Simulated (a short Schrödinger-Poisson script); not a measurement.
Structure: gated Al0.4Ga0.6As/GaAs modulation-doped gas, at 77 K.

```
layer      material  thickness (nm)  Nd (cm⁻³)  Na (cm⁻³)
-----  ------------  --------------  ---------  ---------
1      Al0.4Ga0.6As              20          -          -
2      Al0.4Ga0.6As              10     1.9e18          -
3      Al0.4Ga0.6As               3          -          -
4              GaAs            6000          -       9e15
```

The device is made up for the run: typed textbook-type constants, with dimensions and the other settings drawn at random. Al0.4Ga0.6As: permittivity 11.76, conduction-band edge (eV) 0.316, gap (eV) 1.923, electron mass (mₑ) 0.1002, Nv at 300 K (cm⁻³) 9e18. GaAs: permittivity 12.9, conduction-band edge (eV) 0, gap (eV) 1.424, Nv at 300 K (cm⁻³) 9e18.

Channel valleys (confinement mass, in-plane density-of-states mass, number): Γ 0.067, 0.067, 1. At the gate the conduction-band edge of layer 1 lies 1.07 eV − eVg above the Fermi level of the channel; the field vanishes at the back. Donor level 0.05 eV below the band edge. The barrier under the gate holds no holes. Gaps are held at their typed values at every temperature. Mesh 0.08 nm at interfaces.

From a short Schrödinger-Poisson script (our own, NumPy): 1D Poisson equation in equilibrium, electrons quantum, Hartree (BenDaniel-Duke, 40 states a valley, the channel's in-plane mass for all, wave functions free to enter the barrier), parabolic valleys, classical holes, donors ionised by Fermi statistics, acceptors fully, no traps, pinning or gate leakage.

Only gate voltages with over 1e8 electrons/cm² are shown.

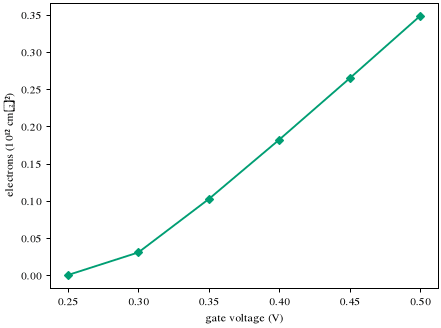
Figure. Sheet density against gate voltage

| Vg (V) | electrons (cm⁻²) | in the channel layer | C (μF/cm²) | Γ E0 (meV) | Γ E1 (meV) |
|---|---|---|---|---|---|
| 0.5 | 3.49e11 | 3.41e11 | 0.271 | -11.3 | 40.0 |
| 0.4 | 1.82e11 | 1.79e11 | 0.263 | -3.4 | 46.0 |
| 0.3 | 3.07e10 | 3.03e10 | 0.205 | 11.4 | 58.9 |

Subbands count from the Fermi level.
